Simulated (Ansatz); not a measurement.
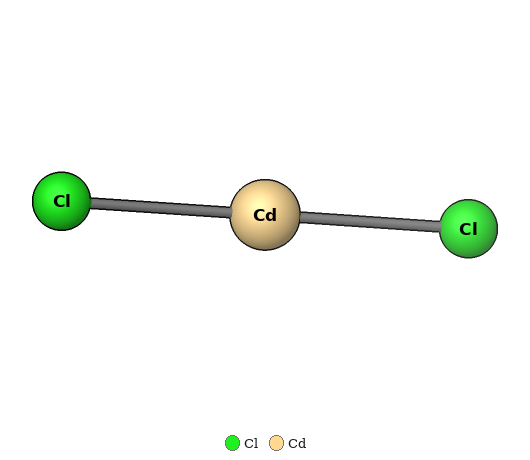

Charge 0, singlet. Computed geometry: PBE-D4/def2-SVP optimisation. No frequency run is at hand to confirm it as a minimum.

What is the coordination number of the metal, and which atoms bind to it?

Cd binds 2 atoms: 2 Cl at 2.29 Å. The arrangement is linear.

What are the formal oxidation state of the metal and its number of d electrons?

Cd(II), d¹⁰, counting the ligands as closed-shell ions or neutral donors.
